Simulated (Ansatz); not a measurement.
**Run report: Si6N8, geometry relaxation (part 1 of 2)**

The run: geometry relaxation of Si6N8. Method and program: RKS r2SCAN-D4/def2-SVP (Ansatz 0.2.0).

The geometry: GFN1-xTB start. Figures and captions count atoms from 1; the log counts them from 0 in places.

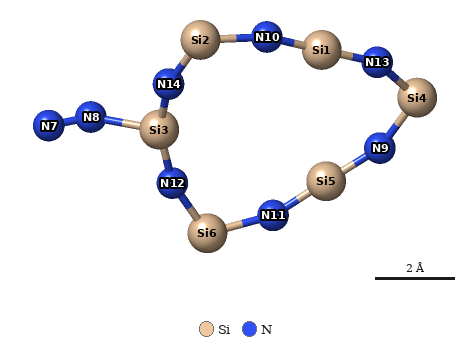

*The starting structure (ball-and-stick view, seen at a tilt; atoms are numbered from 1 in the order of the input).*

## Results in brief

- outcome: converged
- total energy: −59153.8139 eV
- mean-field energy: −59153.5593 eV
- dispersion energy: −0.2546 eV
- HOMO: −6.43 eV
- LUMO: −2.98 eV
- largest force (length of the vector) at the end: 0.008 eV/Å
- dipole moment: 0.58 D
- hardware: 4 threads of Arm Neoverse V2, 23 GiB of memory available, shared host
- wall time: 7 min (CPU time 27 min)
- peak memory: 0.48 GiB

## Input
```yaml
crystal:
  periodic: [false, false, false]
  atoms:
    - {symbol: Si, position_ang: [-1.876310, 2.298440, -0.044880]}
    - {symbol: Si, position_ang: [1.350200, 3.024980, -0.316570]}
    - {symbol: Si, position_ang: [2.167250, -0.174660, 0.043390]}
    - {symbol: Si, position_ang: [-4.508850, 0.366700, 0.222930]}
    - {symbol: Si, position_ang: [-2.240480, -1.960630, -0.152440]}
    - {symbol: Si, position_ang: [0.824020, -3.149620, -0.592780]}
    - {symbol: N, position_ang: [4.912610, -0.454870, 0.737150]}
    - {symbol: N, position_ang: [3.804430, -0.357610, 0.892190]}
    - {symbol: N, position_ang: [-3.611810, -1.124230, 0.070560]}
    - {symbol: N, position_ang: [-0.391590, 2.930990, -0.199170]}
    - {symbol: N, position_ang: [-0.879320, -2.802260, -0.411210]}
    - {symbol: N, position_ang: [1.770880, -1.727850, -0.243110]}
    - {symbol: N, position_ang: [-3.371480, 1.688520, 0.105200]}
    - {symbol: N, position_ang: [2.050450, 1.442090, -0.111270]}
basis:
  gaussian: {orbitals: def2-SVP}
hamiltonian: {xc: r2scan, dispersion: d4}
scf: {lower_state_search: "off"}
output: {orbitals: {seedname: orbitals}}
relax: {f_tol: 0.03, max_steps: 70}
```

Command:
```bash
ansatz run in.yaml --threads 4 --pin off --events-out ev --progress --plain --max-ram 6963MiB
```

## Output
```
Functional definition: r2SCAN
  name "r2SCAN"
  cite "Furness, Kaplan, Ning, Perdew & Sun, J. Phys. Chem. Lett. 11, 8208 (2020) doi:10.1021/acs.jpclett.0c02405"
  cite "Furness, Kaplan, Ning, Perdew & Sun, J. Phys. Chem. Lett. 11, 9248 (2020) doi:10.1021/acs.jpclett.0c03077"
  parent r2scan
  parameter k0 = 0.174
  parameter k1 = 0.065
  parameter a1 = 4.9479
  exchange = r2scan_x(k0 = k0, k1 = k1, a1 = a1)
  correlation = r2scan_c
these checks for a lower state are left out or cut short: stability, starts, cluster_reference, orbital_swaps, neighbouring_geometries, increment
2552 factors; their error is unknown
mean field evaluation 1: about -59095.5824 eV, gradient 1.6e2 eV
mean field evaluation 2: about -58743.7359 eV, gradient 3.2e2 eV
mean field evaluation 4: about -58988.4562 eV, gradient 1.6e2 eV
mean field evaluation 8: about -59148.7706 eV, gradient 8.6e-2 eV
mean field -59148.54658446 eV, -2173.6689946541 hartree, gradient 7.5e-6 eV, S^2 0.000000; 0 other end points of the search recorded, 0 dependent functions left out
the calculation of the forces begins
reference -59148.54659898 eV, -2173.6689951878 hartree; 70, 70 occupied and 150, 150 virtual orbitals, 2552 factors
relax step   1: F+E_penalty+E_count = -59148.78543688 eV  Δ(F+E_penalty+E_count) = +0.000e0 eV  max|allowed force component| = 2.354e0 eV/Å  Δτ_max = 0.0000 Å  (43 SCF iters, accepted)
these checks for a lower state are left out or cut short: stability, starts, cluster_reference, orbital_swaps, neighbouring_geometries, increment
2552 factors; their error is unknown
mean field evaluation 16: about -59148.8115 eV, gradient 4.0e-1 eV
mean field -59148.81405423 eV, -2173.6788239868 hartree, gradient 1.6e-6 eV, S^2 0.000000; 0 other end points of the search recorded, 0 dependent functions left out
[... from here on the field's lines of each further geometry are left out, up to the last ...]
relax step   2: F+E_penalty+E_count = -59149.05775757 eV  Δ(F+E_penalty+E_count) = -2.723e-1 eV  max|allowed force component| = 1.560e0 eV/Å  Δτ_max = 0.1228 Å  (29 SCF iters, accepted)
relax step   3: F+E_penalty+E_count = -59149.26427604 eV  Δ(F+E_penalty+E_count) = -2.065e-1 eV  max|allowed force component| = 1.460e0 eV/Å  Δτ_max = 0.1457 Å  (29 SCF iters, accepted)
relax step   4: F+E_penalty+E_count = -59149.38475510 eV  Δ(F+E_penalty+E_count) = -1.205e-1 eV  max|allowed force component| = 6.825e-1 eV/Å  Δτ_max = 0.2000 Å  (30 SCF iters, accepted)
relax step   5: F+E_penalty+E_count = -59149.40025946 eV  Δ(F+E_penalty+E_count) = -1.550e-2 eV  max|allowed force component| = 2.862e-1 eV/Å  Δτ_max = 0.0824 Å  (24 SCF iters, accepted)
relax step   6: F+E_penalty+E_count = -59149.42701191 eV  Δ(F+E_penalty+E_count) = -2.675e-2 eV  max|allowed force component| = 1.787e-1 eV/Å  Δτ_max = 0.0966 Å  (23 SCF iters, accepted)
relax step   7: F+E_penalty+E_count = -59149.35859070 eV  Δ(F+E_penalty+E_count) = +6.842e-2 eV  max|allowed force component| = 1.958e0 eV/Å  Δτ_max = 0.1930 Å  (29 SCF iters, rejected (line search))
relax step   8: F+E_penalty+E_count = -59149.44479942 eV  Δ(F+E_penalty+E_count) = -1.779e-2 eV  max|allowed force component| = 1.617e-1 eV/Å  Δτ_max = 0.0965 Å  (23 SCF iters, accepted)
relax step   9: F+E_penalty+E_count = -59149.46467626 eV  Δ(F+E_penalty+E_count) = -1.988e-2 eV  max|allowed force component| = 6.961e-2 eV/Å  Δτ_max = 0.1000 Å  (23 SCF iters, accepted)
relax step  10: F+E_penalty+E_count = -59149.47615739 eV  Δ(F+E_penalty+E_count) = -1.148e-2 eV  max|allowed force component| = 1.209e-1 eV/Å  Δτ_max = 0.1500 Å  (29 SCF iters, accepted)
relax step  11: F+E_penalty+E_count = -59149.47776924 eV  Δ(F+E_penalty+E_count) = -1.612e-3 eV  max|allowed force component| = 1.187e-1 eV/Å  Δτ_max = 0.0271 Å  (23 SCF iters, accepted)
relax step  12: F+E_penalty+E_count = -59149.47391770 eV  Δ(F+E_penalty+E_count) = +3.852e-3 eV  max|allowed force component| = 5.389e-1 eV/Å  Δτ_max = 0.1954 Å  (28 SCF iters, rejected (line search))
relax step  13: F+E_penalty+E_count = -59149.48622432 eV  Δ(F+E_penalty+E_count) = -8.455e-3 eV  max|allowed force component| = 4.859e-2 eV/Å  Δτ_max = 0.0977 Å  (23 SCF iters, accepted)
relax step  14: F+E_penalty+E_count = -59149.49579747 eV  Δ(F+E_penalty+E_count) = -9.573e-3 eV  max|allowed force component| = 2.734e-1 eV/Å  Δτ_max = 0.0996 Å  (23 SCF iters, accepted)
relax step  15: F+E_penalty+E_count = -59149.50899408 eV  Δ(F+E_penalty+E_count) = -1.320e-2 eV  max|allowed force component| = 1.868e-1 eV/Å  Δτ_max = 0.0873 Å  (22 SCF iters, accepted)
relax step  16: F+E_penalty+E_count = -59149.53386921 eV  Δ(F+E_penalty+E_count) = -2.488e-2 eV  max|allowed force component| = 2.742e-1 eV/Å  Δτ_max = 0.1964 Å  (28 SCF iters, accepted)
relax step  17: F+E_penalty+E_count = -59149.58317179 eV  Δ(F+E_penalty+E_count) = -4.930e-2 eV  max|allowed force component| = 2.253e-1 eV/Å  Δτ_max = 0.2000 Å  (28 SCF iters, accepted)
relax step  18: F+E_penalty+E_count = -59149.66563890 eV  Δ(F+E_penalty+E_count) = -8.247e-2 eV  max|allowed force component| = 1.920e0 eV/Å  Δτ_max = 0.1916 Å  (28 SCF iters, accepted)
relax step  19: F+E_penalty+E_count = -59149.98032518 eV  Δ(F+E_penalty+E_count) = -3.147e-1 eV  max|allowed force component| = 1.407e0 eV/Å  Δτ_max = 0.1950 Å  (28 SCF iters, accepted)
relax step  20: F+E_penalty+E_count = -59150.68049517 eV  Δ(F+E_penalty+E_count) = -7.002e-1 eV  max|allowed force component| = 1.893e0 eV/Å  Δτ_max = 0.1944 Å  (28 SCF iters, accepted)
relax step  21: F+E_penalty+E_count = -59151.84449815 eV  Δ(F+E_penalty+E_count) = -1.164e0 eV  max|allowed force component| = 2.228e0 eV/Å  Δτ_max = 0.1979 Å  (29 SCF iters, accepted)
relax step  22: F+E_penalty+E_count = -59153.01182595 eV  Δ(F+E_penalty+E_count) = -1.167e0 eV  max|allowed force component| = 1.876e0 eV/Å  Δτ_max = 0.1958 Å  (27 SCF iters, accepted)
relax step  23: F+E_penalty+E_count = -59153.49613691 eV  Δ(F+E_penalty+E_count) = -4.843e-1 eV  max|allowed force component| = 2.792e0 eV/Å  Δτ_max = 0.1950 Å  (27 SCF iters, accepted)
relax step  24: F+E_penalty+E_count = -59153.69047304 eV  Δ(F+E_penalty+E_count) = -1.943e-1 eV  max|allowed force component| = 2.022e0 eV/Å  Δτ_max = 0.1945 Å  (28 SCF iters, accepted)
relax step  25: F+E_penalty+E_count = -59153.75910423 eV  Δ(F+E_penalty+E_count) = -6.863e-2 eV  max|allowed force component| = 4.531e-1 eV/Å  Δτ_max = 0.1121 Å  (21 SCF iters, accepted)
relax step  26: F+E_penalty+E_count = -59153.74005273 eV  Δ(F+E_penalty+E_count) = +1.905e-2 eV  max|allowed force component| = 6.553e-1 eV/Å  Δτ_max = 0.2000 Å  (28 SCF iters, rejected (line search))
relax step  27: F+E_penalty+E_count = -59153.77085904 eV  Δ(F+E_penalty+E_count) = -1.175e-2 eV  max|allowed force component| = 1.519e-1 eV/Å  Δτ_max = 0.1000 Å  (20 SCF iters, accepted)
relax step  28: F+E_penalty+E_count = -59153.77448025 eV  Δ(F+E_penalty+E_count) = -3.621e-3 eV  max|allowed force component| = 7.579e-2 eV/Å  Δτ_max = 0.0788 Å  (21 SCF iters, accepted)
relax step  29: F+E_penalty+E_count = -59153.77492202 eV  Δ(F+E_penalty+E_count) = -4.418e-4 eV  max|allowed force component| = 4.173e-1 eV/Å  Δτ_max = 0.0275 Å  (21 SCF iters, accepted)
relax step  30: F+E_penalty+E_count = -59153.77516994 eV  Δ(F+E_penalty+E_count) = -2.479e-4 eV  max|allowed force component| = 4.838e-1 eV/Å  Δτ_max = 0.0155 Å  (21 SCF iters, accepted)
relax step  31: F+E_penalty+E_count = -59153.77687766 eV  Δ(F+E_penalty+E_count) = -1.708e-3 eV  max|allowed force component| = 2.557e-1 eV/Å  Δτ_max = 0.0467 Å  (20 SCF iters, accepted)
relax step  32: F+E_penalty+E_count = -59153.77536851 eV  Δ(F+E_penalty+E_count) = +1.509e-3 eV  max|allowed force component| = 3.481e-1 eV/Å  Δτ_max = 0.0461 Å  (21 SCF iters, rejected (line search))
relax step  33: F+E_penalty+E_count = -59153.77762416 eV  Δ(F+E_penalty+E_count) = -7.465e-4 eV  max|allowed force component| = 1.050e-1 eV/Å  Δτ_max = 0.0230 Å  (21 SCF iters, accepted)
relax step  34: F+E_penalty+E_count = -59153.76431167 eV  Δ(F+E_penalty+E_count) = +1.331e-2 eV  max|allowed force component| = 2.058e0 eV/Å  Δτ_max = 0.0976 Å  (21 SCF iters, rejected (line search))
relax step  35: F+E_penalty+E_count = -59153.77855541 eV  Δ(F+E_penalty+E_count) = -9.312e-4 eV  max|allowed force component| = 1.524e-2 eV/Å  Δτ_max = 0.0488 Å  (21 SCF iters, accepted)
relax step  36: F+E_penalty+E_count = -59153.77896050 eV  Δ(F+E_penalty+E_count) = -4.051e-4 eV  max|allowed force component| = 3.017e-1 eV/Å  Δτ_max = 0.0483 Å  (20 SCF iters, accepted)
relax step  37: F+E_penalty+E_count = -59153.77931953 eV  Δ(F+E_penalty+E_count) = -3.590e-4 eV  max|allowed force component| = 4.056e-1 eV/Å  Δτ_max = 0.0470 Å  (20 SCF iters, accepted)
relax step  38: F+E_penalty+E_count = -59153.76604978 eV  Δ(F+E_penalty+E_count) = +1.327e-2 eV  max|allowed force component| = 8.978e-1 eV/Å  Δτ_max = 0.0697 Å  (21 SCF iters, rejected (line search))
relax step  39: F+E_penalty+E_count = -59153.78030633 eV  Δ(F+E_penalty+E_count) = -9.868e-4 eV  max|allowed force component| = 7.571e-2 eV/Å  Δτ_max = 0.0348 Å  (22 SCF iters, accepted)
relax step  40: F+E_penalty+E_count = -59153.78096542 eV  Δ(F+E_penalty+E_count) = -6.591e-4 eV  max|allowed force component| = 4.557e-2 eV/Å  Δτ_max = 0.0550 Å  (22 SCF iters, accepted)
relax step  41: F+E_penalty+E_count = -59153.78176534 eV  Δ(F+E_penalty+E_count) = -7.999e-4 eV  max|allowed force component| = 3.246e-1 eV/Å  Δτ_max = 0.0828 Å  (20 SCF iters, accepted)
relax step  42: F+E_penalty+E_count = -59153.78354671 eV  Δ(F+E_penalty+E_count) = -1.781e-3 eV  max|allowed force component| = 2.797e-1 eV/Å  Δτ_max = 0.1232 Å  (21 SCF iters, accepted)
relax step  43: F+E_penalty+E_count = -59153.78394239 eV  Δ(F+E_penalty+E_count) = -3.957e-4 eV  max|allowed force component| = 8.654e-1 eV/Å  Δτ_max = 0.1854 Å  (20 SCF iters, accepted)
relax step  44: F+E_penalty+E_count = -59153.77556347 eV  Δ(F+E_penalty+E_count) = +8.379e-3 eV  max|allowed force component| = 1.832e0 eV/Å  Δτ_max = 0.1963 Å  (28 SCF iters, rejected (line search))
relax step  45: F+E_penalty+E_count = -59153.77692845 eV  Δ(F+E_penalty+E_count) = +7.014e-3 eV  max|allowed force component| = 3.437e-1 eV/Å  Δτ_max = 0.0980 Å  (21 SCF iters, rejected (line search))
relax step  46: F+E_penalty+E_count = -59153.78764612 eV  Δ(F+E_penalty+E_count) = -3.704e-3 eV  max|allowed force component| = 3.399e-1 eV/Å  Δτ_max = 0.0473 Å  (21 SCF iters, accepted)
relax step  47: F+E_penalty+E_count = -59153.78964677 eV  Δ(F+E_penalty+E_count) = -2.001e-3 eV  max|allowed force component| = 7.491e-2 eV/Å  Δτ_max = 0.0999 Å  (21 SCF iters, accepted)
relax step  48: F+E_penalty+E_count = -59153.79209188 eV  Δ(F+E_penalty+E_count) = -2.445e-3 eV  max|allowed force component| = 3.671e-1 eV/Å  Δτ_max = 0.1465 Å  (21 SCF iters, accepted)
relax step  49: F+E_penalty+E_count = -59153.77920836 eV  Δ(F+E_penalty+E_count) = +1.288e-2 eV  max|allowed force component| = 1.947e0 eV/Å  Δτ_max = 0.1960 Å  (28 SCF iters, rejected (line search))
relax step  50: F+E_penalty+E_count = -59153.79471257 eV  Δ(F+E_penalty+E_count) = -2.621e-3 eV  max|allowed force component| = 1.225e-1 eV/Å  Δτ_max = 0.0978 Å  (21 SCF iters, accepted)
relax step  51: F+E_penalty+E_count = -59153.79633018 eV  Δ(F+E_penalty+E_count) = -1.618e-3 eV  max|allowed force component| = 6.382e-1 eV/Å  Δτ_max = 0.0976 Å  (21 SCF iters, accepted)
relax step  52: F+E_penalty+E_count = -59153.79769777 eV  Δ(F+E_penalty+E_count) = -1.368e-3 eV  max|allowed force component| = 9.627e-1 eV/Å  Δτ_max = 0.1467 Å  (21 SCF iters, accepted)
relax step  53: F+E_penalty+E_count = -59153.79989874 eV  Δ(F+E_penalty+E_count) = -2.201e-3 eV  max|allowed force component| = 4.525e-1 eV/Å  Δτ_max = 0.0529 Å  (20 SCF iters, accepted)
relax step  54: F+E_penalty+E_count = -59153.80339868 eV  Δ(F+E_penalty+E_count) = -3.500e-3 eV  max|allowed force component| = 1.141e-2 eV/Å  Δτ_max = 0.0784 Å  (22 SCF iters, accepted)
relax step  55: F+E_penalty+E_count = -59153.80615832 eV  Δ(F+E_penalty+E_count) = -2.760e-3 eV  max|allowed force component| = 7.197e-2 eV/Å  Δτ_max = 0.1581 Å  (21 SCF iters, accepted)
relax step  56: F+E_penalty+E_count = -59153.80762046 eV  Δ(F+E_penalty+E_count) = -1.462e-3 eV  max|allowed force component| = 1.757e-1 eV/Å  Δτ_max = 0.1258 Å  (21 SCF iters, accepted)
relax step  57: F+E_penalty+E_count = -59153.80848114 eV  Δ(F+E_penalty+E_count) = -8.607e-4 eV  max|allowed force component| = 5.285e-1 eV/Å  Δτ_max = 0.1271 Å  (21 SCF iters, accepted)
relax step  58: F+E_penalty+E_count = -59153.81006882 eV  Δ(F+E_penalty+E_count) = -1.588e-3 eV  max|allowed force component| = 3.408e-1 eV/Å  Δτ_max = 0.0684 Å  (21 SCF iters, accepted)
relax step  59: F+E_penalty+E_count = -59153.81145091 eV  Δ(F+E_penalty+E_count) = -1.382e-3 eV  max|allowed force component| = 1.022e-1 eV/Å  Δτ_max = 0.0357 Å  (21 SCF iters, accepted)
relax step  60: F+E_penalty+E_count = -59153.81242827 eV  Δ(F+E_penalty+E_count) = -9.774e-4 eV  max|allowed force component| = 1.097e-2 eV/Å  Δτ_max = 0.0540 Å  (21 SCF iters, accepted)
relax step  61: F+E_penalty+E_count = -59153.81274342 eV  Δ(F+E_penalty+E_count) = -3.152e-4 eV  max|allowed force component| = 1.994e-1 eV/Å  Δτ_max = 0.0653 Å  (21 SCF iters, accepted)
relax step  62: F+E_penalty+E_count = -59153.81298841 eV  Δ(F+E_penalty+E_count) = -2.450e-4 eV  max|allowed force component| = 1.694e-1 eV/Å  Δτ_max = 0.0239 Å  (22 SCF iters, accepted)
relax step  63: F+E_penalty+E_count = -59153.81338249 eV  Δ(F+E_penalty+E_count) = -3.941e-4 eV  max|allowed force component| = 1.127e-1 eV/Å  Δτ_max = 0.0989 Å  (21 SCF iters, accepted)
the calculation of the forces begins
reference -59153.55905418 eV, -2173.8531995188 hartree; 70, 70 occupied and 150, 150 virtual orbitals, 2552 factors
relax step  64: F+E_penalty+E_count = -59153.81346481 eV  Δ(F+E_penalty+E_count) = -8.231e-5 eV  max|allowed force component| = 2.189e-1 eV/Å  Δτ_max = 0.0428 Å  (21 SCF iters, accepted)
these checks for a lower state are left out or cut short: stability, starts, cluster_reference, orbital_swaps, neighbouring_geometries, increment
2552 factors; their error is unknown
mean field evaluation 480: about -59153.5593 eV, gradient 1.4e-6 eV
mean field -59153.55931922 eV, -2173.8532092588 hartree, gradient 1.4e-6 eV, S^2 0.000000; 0 other end points of the search recorded, 0 dependent functions left out
the calculation of the forces begins
reference -59153.55933305 eV, -2173.8532097669 hartree; 70, 70 occupied and 150, 150 virtual orbitals, 2552 factors
relax step  65: F+E_penalty+E_count = -59153.81387064 eV  Δ(F+E_penalty+E_count) = -4.058e-4 eV  max|allowed force component| = 6.172e-3 eV/Å  Δτ_max = 0.0120 Å  (23 SCF iters, accepted)
```

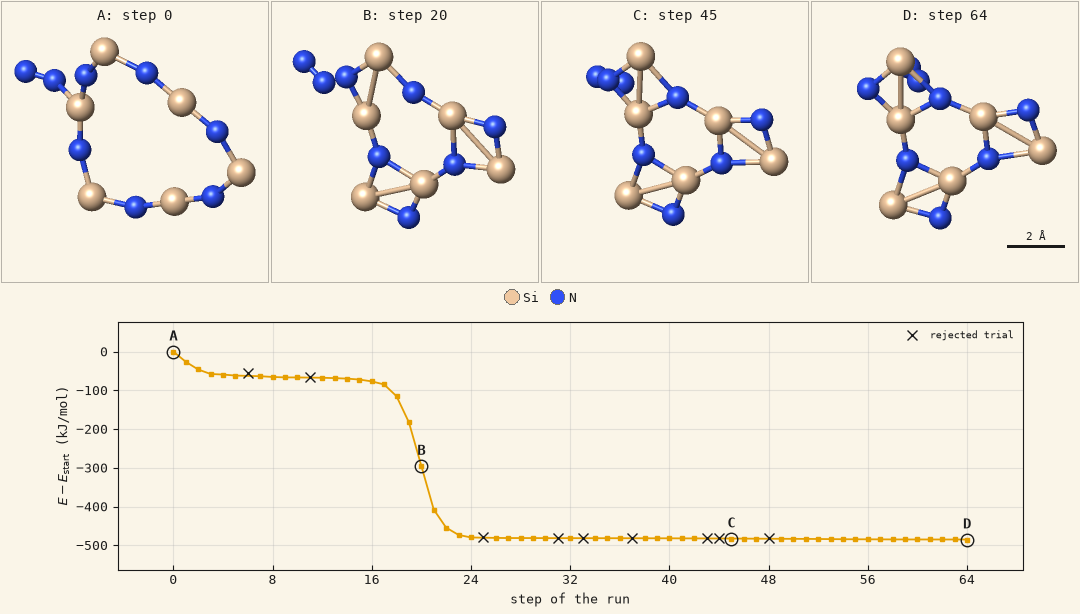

*Frames of the relaxation (ball-and-stick view, seen at a tilt) above the curves, on which the letters mark them (the first geometry is step 0 here and step 1 in the log).*

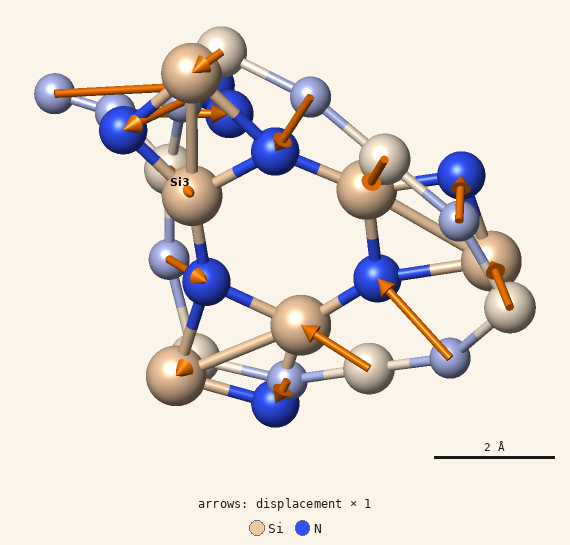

*Start (faint) and end (solid) with the displacements as orange arrows, at true length (ball-and-stick view, seen at a tilt). The two geometries are laid on each other by the best rigid fit.*

The atom that moves furthest after the best rigid fit is N7 (2.64 Å). Largest moves by element: N 2.64 Å, Si 1.58 Å. Among the contacts that change: Si3–N10 4.031 → 1.749 Å, Si5–N12 4.019 → 1.750 Å, Si1–N9 3.839 → 1.751 Å, Si3–N8 1.853 → 2.969 Å. New bonds form: Si1–N9 (3.84 → 1.75 Å), Si1–Si4 (3.28 → 2.44 Å), Si2–Si3 (3.32 → 2.44 Å), Si3–N10 (4.03 → 1.75 Å). Bonds break: Si3–N8 (1.85 → 2.97 Å). Among the angles that change: Si5–N11–Si6 159.7° → 92.2°, Si1–N13–Si4 153.0° → 92.4°, N9–Si5–N11 178.7° → 144.0°. After 64 geometry steps the energy has fallen by 485.2 kJ/mol. The largest force component goes from 2.4 to 0.0062 eV/Å. The line search rejected the trial steps at points 6, 11, 25, 31, 33, 37, 43, 44 and more (counted from 0) and went back. (Atoms are counted from 1 in the order of the input.)

```
Total energy: -59153.81388446 eV, -2173.8625643588 hartree
Atom 0 at    -1.491127     1.234811     0.303490 Å, force     0.000711     0.002978     0.003326 eV/Å
Atom 1 at     1.454137     2.888993    -0.899794 Å, force     0.000177    -0.002802     0.000562 eV/Å
Atom 2 at     1.101133     0.480410    -0.995462 Å, force    -0.000502     0.002617    -0.003118 eV/Å
Atom 3 at    -3.546514     0.260810     1.178395 Å, force    -0.001024    -0.000868     0.002077 eV/Å
Atom 4 at    -0.911155    -1.640766    -0.333900 Å, force    -0.000892     0.001435     0.000598 eV/Å
Atom 5 at     0.796407    -3.070429    -1.314646 Å, force    -0.000304    -0.001467     0.000092 eV/Å
Atom 6 at     3.015061    -0.276145     2.401305 Å, force    -0.005905     0.002043    -0.004835 eV/Å
Atom 7 at     2.183244    -0.022887     1.723052 Å, force     0.003736    -0.001745     0.006172 eV/Å
Atom 8 at    -1.909071    -0.465852     0.297515 Å, force     0.000840    -0.001195    -0.001430 eV/Å
Atom 9 at    -0.020888     1.657389    -0.352087 Å, force    -0.000952     0.000067    -0.003685 eV/Å
Atom 10 at    -0.755473    -3.267347    -0.592740 Å, force     0.001811     0.000663    -0.000997 eV/Å
Atom 11 at     0.611488    -1.111661    -1.014157 Å, force    -0.000149    -0.001004     0.000716 eV/Å
Atom 12 at    -2.850804     1.828848     1.035067 Å, force     0.002007    -0.000896    -0.000911 eV/Å
Atom 13 at     2.323562     1.503815    -1.436049 Å, force     0.000444     0.000174     0.001432 eV/Å
Dipole moment:     0.081238    -0.001274     0.088805 e Å
Checks for a lower state left out: stability, starts, cluster_reference, orbital_swaps, neighbouring_geometries, increment
```
